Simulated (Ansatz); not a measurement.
# AlH2F (SMILES [H][Al]([H])[F]) at HF/STO-3G

Aim: the electronic atomisation energy of AlH2F at HF/STO-3G, from 4 runs. 

Program for the calculation: Ansatz 0.2.0.

52 further runs of the same task are left out: 52 set aside as unsound or not needed.

## 1. The molecule

The species is AlH2F (4 atoms), meant as a singlet with charge 0. SMILES: `[H][Al]([H])[F]`. Geometry: a GFN2-xTB relaxation, a rough one for these elements and not checked as a minimum.

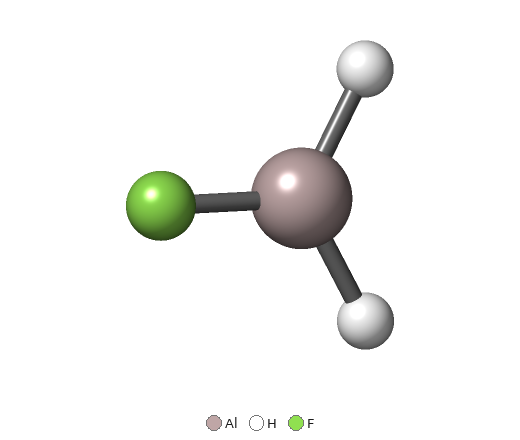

The structure, seen from a chosen angle (aluminium light grey, hydrogen white, fluorine green).

## 2. A single-point energy at HF/STO-3G

The input, job.yaml:

```yaml
crystal:
  periodic: [false, false, false]
  atoms:
    - {symbol: Al, position_ang: [0.019600, 0.032680, 0.000940]}
    - {symbol: H, position_ang: [1.546910, -0.017870, 0.014080]}
    - {symbol: H, position_ang: [-0.738990, 1.358820, -0.019420]}
    - {symbol: F, position_ang: [-0.827520, -1.373630, 0.004400]}
basis:
  gaussian: {orbitals: STO-3G}
total_charge: 0
hamiltonian: {xc: hf}
accuracy: high
```

On the command line:

```sh
$ ansatz run job.yaml --threads 1 --pin off --max-ram 2610MiB --events-out events.jsonl --progress --plain --runs-dir runs
```

Log:

```text
Warning: RAYON_NUM_THREADS=1 ignored (pool sized by the plan → 1); use --threads N
Functional definition: HF
  name "HF"
  exchange = exact_x
  correlation = 0
267 factors; integrals over basis functions are off by at most 2.8e-8 eV
mean field evaluation 1: about -9202.0291 eV, gradient 1.9e1 eV
mean field evaluation 2: about -9202.0369 eV, gradient 1.9e1 eV
mean field evaluation 4: about -9203.8176 eV, gradient 9.9e-1 eV
mean field evaluation 8: about -9203.8229 eV, gradient 2.6e-6 eV
mean field -9203.82288161 eV, -338.2342523241 hartree, gradient 3.5e-8 eV, S^2 0.000000; 0 other end points of the search recorded, 0 dependent functions left out
reference -9203.82288161 eV, -338.2342523241 hartree; 12, 12 occupied and 4, 4 virtual orbitals, 267 factors
Total energy: -9203.82288161 eV, -338.2342523241 hartree
```

Wall time 0.08 s (1 thread of Arm Neoverse V1, shared host).

## 3. The Al atom at the same level

The input, run.yaml:

```yaml
crystal:
  periodic: [false, false, false]
  atoms:
    - {symbol: Al, position_ang: [0.000000, 0.000000, 0.000000]}
basis:
  gaussian:
    orbitals: STO-3G
magnetization:
  spin_polarized: true
  initial_magnetization: 1
hamiltonian:
  xc: hf
accuracy: high
```

Run the same way, it converges to -238.85836 Eh (log not shown).

## 4. The F atom, same level

The input, job.yaml:

```yaml
basis:
  gaussian: {orbitals: STO-3G}
crystal:
  periodic: [false, false, false]
  atoms:
    - symbol: F
      position_ang: [0.000000, 0.000000, 0.000000]
total_charge: 0
magnetization: {spin_polarized: true, initial_magnetization: 1}
hamiltonian: {xc: hf}
accuracy: high
```

Run the same way, it converges to -97.98651 Eh (log not shown).

## 5. The H atom at the same level

The input, in.yaml:

```yaml
crystal:
  periodic: [false, false, false]
  atoms:
    - symbol: H
      position_ang: [0.000000, 0.000000, 0.000000]
basis:
  gaussian:
    orbitals: STO-3G
magnetization:
  spin_polarized: true
  initial_magnetization: 1
hamiltonian:
  xc: hf
accuracy: high
```

Run the same way, it converges to -0.46658 Eh (log not shown).

## 6. Results

At HF/STO-3G:

| quantity | value |
| --- | --- |
| molecule: total energy | -338.23425 Eh |
| Al atom: total energy | -238.85836 Eh |
| Al atom: ⟨S²⟩ | 0.750 |
| F atom: total energy | -97.98651 Eh |
| F atom: ⟨S²⟩ | 0.750 |
| H atom: total energy | -0.46658 Eh |
| H atom: ⟨S²⟩ | 0.750 |
| electronic atomisation energy | 12.414 eV |

In words: Taking the molecule apart into free atoms costs 12.41 eV (286 kcal/mol), before zero-point energy and without spin-orbit coupling. Hartree–Fock lacks the correlation of the bonding pairs, which as a rule makes this value much too low; in minimal bases other errors can mask that. In a minimal basis such a difference can be off by several eV, whatever the method.
